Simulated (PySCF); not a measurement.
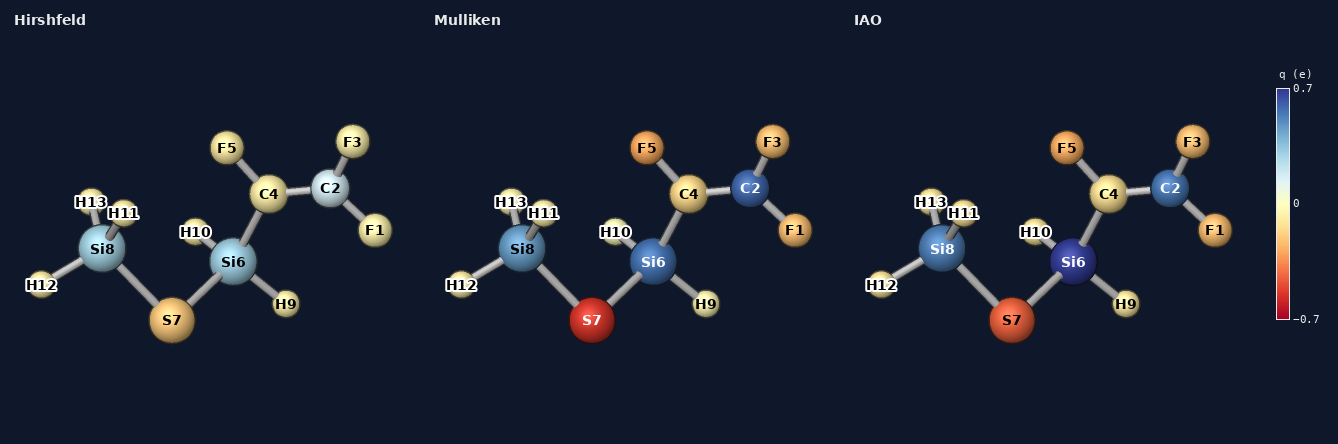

Atomic charges of one calculation by 3 schemes, on one colour scale. The computed structure is the end point of a PBE0-D3(BJ)/def2-SVP optimisation. No frequency run is at hand to confirm it as a minimum. Level of theory: PBE0/pcSseg-1 in acetone (IEF-PCM) (PySCF 2.14.0).

Question. On which atom do the schemes disagree most?

Answer. On C2 (from 0.16 to 0.59 e).

List the charges (e), one line for each set of equivalent atoms.

```
atom  Hirshfeld  Mulliken    IAO
  F1      −0.05     −0.22  −0.23
  C2       0.16      0.59   0.55
  F3      −0.05     −0.22  −0.22
  C4      −0.07     −0.15  −0.12
  F5      −0.08     −0.28  −0.27
 Si6       0.30      0.56   0.68
  S7      −0.19     −0.55  −0.44
 Si8       0.29      0.45   0.53
  H9      −0.06     −0.03  −0.08
 H10      −0.06     −0.01  −0.10
 H11      −0.07     −0.04  −0.10
 H12      −0.06     −0.05  −0.09
 H13      −0.06     −0.04  −0.10
```
